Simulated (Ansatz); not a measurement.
The starting structures come from a database of crystals and need not be the phases stable at ambient conditions.

 Where the default PAW files enter, the runs use the earlier of Ansatz's two default sets.

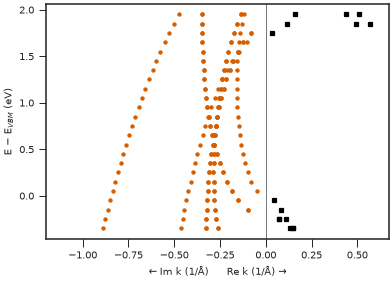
Figure. Complex bands at the centre of the two-dimensional zone; r2SCAN in Ansatz (an electronic-structure program)

The gap is the functional's own. No spin-orbit coupling. Mid-gap values are interpolated on the energy grid.

Task: This is MgGeP2 (I-42d, chalcopyrite, not sure to be the ambient phase, 8 atoms a cell, 22.0 Å³ an atom) along the normal of (001). Read off the slowest decay at the centre of the two-dimensional zone at 0.85 eV, the computed energy nearest the middle of the gap.

Result: κ ≈ 0.15 1/Å, a decay length 1/(2κ) of the density of 3.3 Å.
